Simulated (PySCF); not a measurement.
**NMR shielding calculation of C6H9P**

The run: NMR shielding calculation of C6H9P, SMILES CC#CPC1CC1. Method and program: GIAO PBE0/pcSseg-1 NMR shielding, non-relativistic, gas phase (PySCF 2.14.0).

The geometry comes from this level: PBE0-D3(BJ)/def2-SVP. It belongs to a series of runs on one base structure; here: C2H4OCH3 replaced by propynyl. Figures and captions count atoms from 1; the log counts them from 0 in places.

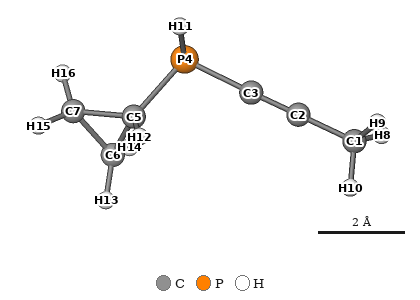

Fig. 1: The structure (ball-and-stick view, seen at a tilt; atoms are numbered from 1 in the order of the input). Bond lengths as drawn: C–C 1.22 to 1.51 Å, C–H 1.09 to 1.10 Å, C–P 1.77 to 1.83 Å and H–P 1.43 Å.

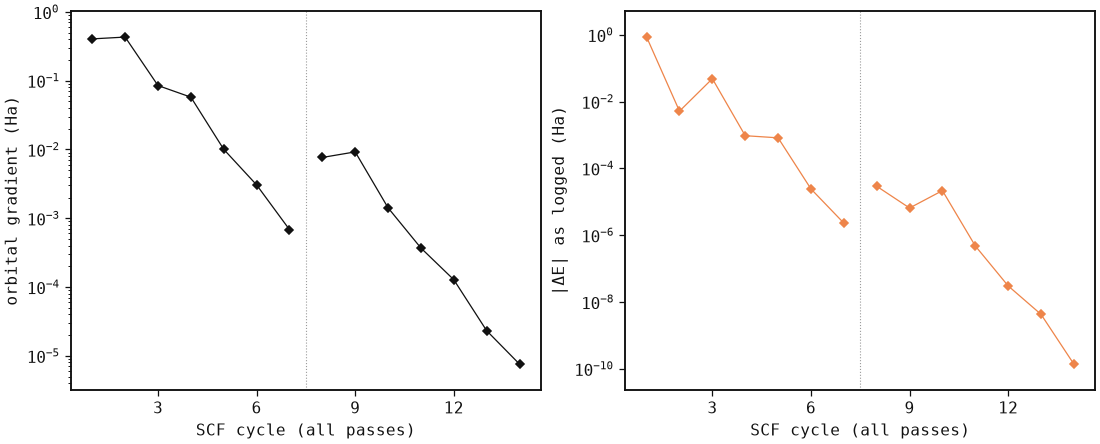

Fig. 2: Convergence of the self-consistent field: orbital gradient and size of the energy change against the SCF cycle. The dotted line marks the change from a coarse to the final integration grid. The first 7 cycles use a coarse grid, the final grid takes over at cycle 8, and the field converges after 14 cycles in all.

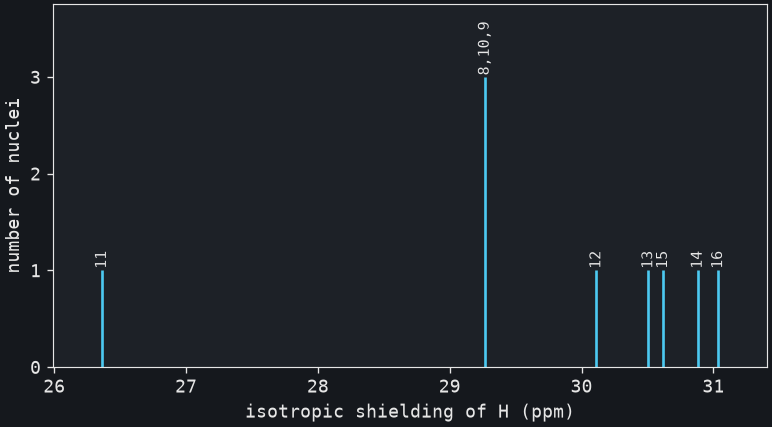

Fig. 3: Isotropic shieldings of the hydrogen nuclei in this fixed geometry, labelled by atom number; shielding grows to the right, so chemical shift grows to the left. The least shielded is H11 (26.4 ppm), the most shielded H16 (31.0 ppm).

The input that produced these results follows, with the program's output.

## The input
```
{"job": {"kind": "nmr", "xc": "PBE0", "basis": "pcSseg-1"}, "charge": 0, "multiplicity": 1}
C      3.953455    -1.392217     0.113706
C      2.748118    -0.628704    -0.152646
C      1.738730     0.018946    -0.364245
P      0.258875     0.869460    -0.831891
C     -0.881670     0.389567     0.520317
C     -1.797439    -0.779459     0.280519
C     -2.355155     0.605679     0.292859
H      4.286641    -1.944351    -0.779448
H      4.776525    -0.732367     0.430240
H      3.784424    -2.124368     0.919165
H      0.626129     2.159592    -0.337390
H     -0.511451     0.522129     1.541745
H     -2.004338    -1.436609     1.129053
H     -1.726423    -1.295393    -0.681876
H     -2.954476     0.925020     1.149381
H     -2.668400     1.039690    -0.661770
```

The first line tells a small driver script what to run in PySCF; the rest is the geometry in Å.

Launched with:
```bash
OMP_NUM_THREADS=1 python <driver script> task.json out
```

## Output
```
coarse grid: 13720 points
cycle   1  E = -574.7635722149  dE =  8.511e-01  |g| = 4.044e-01  |ddm| = 3.973e+00
cycle   2  E = -574.7584278869  dE =  5.144e-03  |g| = 4.297e-01  |ddm| = 9.788e-01
cycle   3  E = -574.8066682970  dE = -4.824e-02  |g| = 8.483e-02  |ddm| = 5.373e-01
cycle   4  E = -574.8076146673  dE = -9.464e-04  |g| = 5.752e-02  |ddm| = 1.057e-01
cycle   5  E = -574.8084320342  dE = -8.174e-04  |g| = 1.004e-02  |ddm| = 5.211e-02
cycle   6  E = -574.8084561405  dE = -2.411e-05  |g| = 3.052e-03  |ddm| = 1.371e-02
cycle   7  E = -574.8084584259  dE = -2.285e-06  |g| = 6.836e-04  |ddm| = 3.784e-03
final grid: 127528 points
cycle   8  E = -574.8527153695  dE = -2.901e-05  |g| = 7.646e-03  |ddm| = 3.655e-02
cycle   9  E = -574.8527089012  dE =  6.468e-06  |g| = 9.208e-03  |ddm| = 1.614e-02
cycle  10  E = -574.8527303508  dE = -2.145e-05  |g| = 1.417e-03  |ddm| = 9.269e-03
cycle  11  E = -574.8527308240  dE = -4.732e-07  |g| = 3.689e-04  |ddm| = 1.302e-03
cycle  12  E = -574.8527308541  dE = -3.009e-08  |g| = 1.278e-04  |ddm| = 4.151e-04
cycle  13  E = -574.8527308583  dE = -4.225e-09  |g| = 2.319e-05  |ddm| = 1.447e-04
cycle  14  E = -574.8527308585  dE = -1.363e-10  |g| = 7.569e-06  |ddm| = 4.320e-05
converged SCF energy = -574.8527308585

GIAO shielding tensors (ppm)
atom      isotropic    diamagn.    paramagn.     s11        s22        s33       span
  0 C      178.317     251.883     -73.566    169.596    170.004    195.351     25.755
  1 C       75.908     271.431    -195.523    -15.236     -1.810    244.770    260.006
  2 C      105.817     271.896    -166.080     13.737     26.304    277.409    263.671
  3 P      416.722     966.402    -549.681    363.672    409.200    477.292    113.620
  4 C      178.581     251.940     -73.359    142.153    172.147    221.442     79.289
  5 C      178.127     251.373     -73.246    145.521    175.702    213.158     67.637
  6 C      179.268     256.116     -76.848    150.252    176.020    211.532     61.280
  7 H       29.246      26.759       2.488     24.214     27.457     36.068     11.854
  8 H       29.290      26.133       3.157     24.317     27.410     36.144     11.827
  9 H       29.263      30.479      -1.216     24.252     27.865     35.672     11.420
 10 H       26.362      28.393      -2.030     20.967     26.059     32.061     11.094
 11 H       30.113      32.715      -2.603     22.599     28.274     39.465     16.866
 12 H       30.507      30.799      -0.293     25.047     25.937     40.536     15.489
 13 H       30.882      30.977      -0.095     25.532     27.851     39.263     13.731
 14 H       30.618      30.297       0.321     24.672     26.227     40.956     16.284
 15 H       31.036      30.882       0.155     24.837     28.459     39.813     14.976
```

## Results in brief

- outcome: converged
- total energy: −574.852731 hartree
- HOMO: −6.55 eV
- LUMO: 0.21 eV
- dipole moment: 1.57 D
- isotropic shielding, C: 75.9 to 179.3 ppm
- isotropic shielding, P: 416.7 ppm
- isotropic shielding, H: 26.4 to 31.0 ppm
- hardware: 1 CPU thread, shared host
- wall time: 14 s
- peak memory: 0.8 GiB
